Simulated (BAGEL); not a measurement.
**C3H4F2 (SMILES F/C=C\CF): a chain of runs**

Wanted: the energy (HF/def2-SVP), then the energy (NEVPT2(2,2)/def2-SVP) of C3H4F2. 

Program for the calculation: BAGEL 1.2.2.

2 further runs of the same task are left out: 2 set aside as unsound or not needed.

## (1) The structure to begin with

C3H4F2 has 9 atoms, charge 0, and is taken as a singlet. SMILES: `F/C=C\CF`. One bond was lengthened or shortened from a relaxed shape.

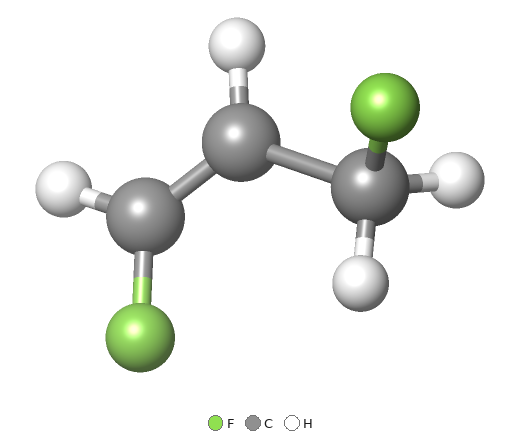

Viewed from a chosen angle; fluorine green, carbon grey, hydrogen white.

## (2) A single-point energy at HF/def2-SVP (density fitting with svp-jkfit) (run 1)

Input file input.json:

```json
{ "bagel": [

{
  "title": "molecule",
  "basis": "svp",
  "df_basis": "svp-jkfit",
  "angstrom": true,
  "geometry": [
    { "atom": "F", "xyz": [      -1.796738,       0.619615,      -0.971741 ] },
    { "atom": "C", "xyz": [      -0.782238,      -0.160385,      -1.356341 ] },
    { "atom": "C", "xyz": [       0.244462,      -0.431985,      -0.571841 ] },
    { "atom": "C", "xyz": [       0.439500,       0.155200,       1.019400 ] },
    { "atom": "F", "xyz": [       1.656600,       0.811400,       1.133700 ] },
    { "atom": "H", "xyz": [      -0.914338,      -0.535285,      -2.364441 ] },
    { "atom": "H", "xyz": [       1.016962,      -1.077885,      -0.973141 ] },
    { "atom": "H", "xyz": [       0.449800,      -0.666700,       1.742700 ] },
    { "atom": "H", "xyz": [      -0.352600,       0.856800,       1.286900 ] }
  ]
},

{ "title": "hf" },

{ "title": "print", "file": "orbitals.molden", "orbitals": true }

]}
```

Command:

```bash
$ BAGEL_NUM_THREADS=1 BAGEL input.json > input.out
```

Standard output:

```text
* using 1 threads per process

  ===============================================================
  ===============================================================

  *** Geometry ***

  { "atom" : "F", "xyz" : [     -3.395343,      1.170903,     -1.836324 ] },
  { "atom" : "C", "xyz" : [     -1.478216,     -0.303084,     -2.563113 ] },
  { "atom" : "C", "xyz" : [      0.461966,     -0.816333,     -1.080623 ] },
  { "atom" : "C", "xyz" : [      0.830535,      0.293285,      1.926387 ] },
  { "atom" : "F", "xyz" : [      3.130520,      1.533324,      2.142383 ] },
  { "atom" : "H", "xyz" : [     -1.727848,     -1.011542,     -4.468146 ] },
  { "atom" : "H", "xyz" : [      1.921780,     -2.036907,     -1.838970 ] },
  { "atom" : "H", "xyz" : [      0.849999,     -1.259880,      3.293226 ] },
  { "atom" : "H", "xyz" : [     -0.666317,      1.619117,      2.431889 ] },

  Number of auxiliary basis functions:      451

  Since a DF basis is specified, we compute 2- and 3-index integrals:
    o Being stored without compression. Storage requirement is 0.029 GB

  Number of basis functions:       90
  Number of electrons      :       40

    * METHOD: MOLECULE                             0.22

  *** RHF ***

  === Nuclear Repulsion ===
   163.1174703356

      * DIIS with orbital gradients will be used.

  === RHF iteration (svp) ===
      0       -314.32582618          0.01559493           0.07
      1       -314.45777440          0.00882556           0.07
      2       -314.50084829          0.00156418           0.07
      3       -314.50271445          0.00034571           0.07
      4       -314.50280343          0.00010732           0.07
      5       -314.50281364          0.00003308           0.07
      6       -314.50281520          0.00001905           0.07
      7       -314.50281557          0.00000422           0.07
      8       -314.50281559          0.00000211           0.07
      9       -314.50281559          0.00000075           0.07
     10       -314.50281559          0.00000027           0.07
     11       -314.50281559          0.00000011           0.06
     12       -314.50281559          0.00000004           0.07
     13       -314.50281559          0.00000001           0.07
     14       -314.50281559          0.00000000           0.07
    * SCF iteration converged.

    * Permanent dipole moment:
           (    0.264295,     0.745933,     0.267392) a.u.

    * METHOD: HF                                   1.18

    * METHOD: PRINT                                0.02

  ===============================================================
```

Wall time 1.6 s (1 thread of Arm Neoverse V1, shared host); peak memory 0.14 GiB.

## (3) The energy at NEVPT2(2,2)/def2-SVP (density fitting with svp-jkfit) (run 2)

Input file nevpt2.json:

```json
{ "bagel" : [

{
  "title" : "molecule",
  "basis" : "svp",
  "df_basis" : "svp-jkfit",
  "angstrom" : true,
  "geometry" : [
    { "atom" : "F", "xyz" : [   -1.796738,    0.619615,   -0.971741 ] },
    { "atom" : "C", "xyz" : [   -0.782238,   -0.160385,   -1.356341 ] },
    { "atom" : "C", "xyz" : [    0.244462,   -0.431985,   -0.571841 ] },
    { "atom" : "C", "xyz" : [    0.439500,    0.155200,    1.019400 ] },
    { "atom" : "F", "xyz" : [    1.656600,    0.811400,    1.133700 ] },
    { "atom" : "H", "xyz" : [   -0.914338,   -0.535285,   -2.364441 ] },
    { "atom" : "H", "xyz" : [    1.016962,   -1.077885,   -0.973141 ] },
    { "atom" : "H", "xyz" : [    0.449800,   -0.666700,    1.742700 ] },
    { "atom" : "H", "xyz" : [   -0.352600,    0.856800,    1.286900 ] }
  ]
},
{
  "title" : "hf"
},
{
  "title" : "casscf",
  "nstate" : 1,
  "nact" : 2,
  "nclosed" : 19,
  "active" : [19, 26],
  "maxiter" : 200,
  "natocc" : true
},
{
  "title" : "nevpt2",
  "nstate" : 1,
  "nact" : 2,
  "nclosed" : 19,
  "active" : [19, 26],
  "maxiter" : 200,
  "natocc" : true,
  "ncore" : 5
},
{
  "title" : "print",
  "file" : "orbitals.molden",
  "orbitals" : true
}

]}
```

Command:

```bash
$ BAGEL_NUM_THREADS=1 BAGEL nevpt2.json > nevpt2.out
```

Standard output:

```text
* using 1 threads per process

  ===============================================================
  ===============================================================

  *** Geometry ***

  { "atom" : "F", "xyz" : [     -3.395343,      1.170903,     -1.836324 ] },
  { "atom" : "C", "xyz" : [     -1.478216,     -0.303084,     -2.563113 ] },
  { "atom" : "C", "xyz" : [      0.461966,     -0.816333,     -1.080623 ] },
[... 5 lines of this table left out ...]
  { "atom" : "H", "xyz" : [     -0.666317,      1.619117,      2.431889 ] },

  Number of auxiliary basis functions:      451

  Since a DF basis is specified, we compute 2- and 3-index integrals:
    o Being stored without compression. Storage requirement is 0.029 GB

  Number of basis functions:       90
  Number of electrons      :       40

    * METHOD: MOLECULE                             0.22

  *** RHF ***

[... 11 lines left out ...]
    * SCF iteration converged.
[... 1 line left out ...]
    * Permanent dipole moment:
[... 27 lines left out ...]
    * Second-order optimization converged. *

     guess   0:   closed 1.                   open ..

  === FCI iteration ===

      0  0      -314.50246757     8.64e-02      0.00
      1  0      -314.52368200     1.59e-03      0.00
      2  0 *    -314.52369367     5.90e-16      0.00

     * ci vector, state   0, <S^2> = 0.0000
       2.     0.9925307007
       .2    -0.1219951154

    * METHOD: CASSCF                               3.83

    * freezing 5 orbitals

  === DF-NEVPT2 calculation ===

    * 3-index integral transformation done
    * assembly done

      NEVPT2 correlation energy:   -0.7414365668      0.28

          (+0)     -0.6544891876
          (+0)'    -0.0268416780
          (+1)     -0.0117800572
          (+1)'    -0.0000000000
          (+2)     -0.0003903561
          (-1)     -0.0417636879
          (-1)'     0.0000000000
          (-2)     -0.0061715999

      NEVPT2 total energy:       -315.2651302321

    * METHOD: NEVPT2                               0.43

    * METHOD: PRINT                                0.02

  ===============================================================
```

It took 6 s on 1 thread of Arm Neoverse V1, shared host; peak memory 0.14 GiB.

## (4) Summary of results

| quantity | value |
| --- | --- |
| run 1, HF/def2-SVP: total energy | -314.50282 Eh |
| run 1, HF/def2-SVP: dipole moment | 2.12 D |
| run 1, HF/def2-SVP: HOMO energy | -10.70 eV |
| run 1, HF/def2-SVP: LUMO energy | 4.31 eV |
| run 1, HF/def2-SVP: HOMO–LUMO gap | 15.02 eV |
| run 2, NEVPT2(2,2)/def2-SVP: total energy | -315.26513 Eh |
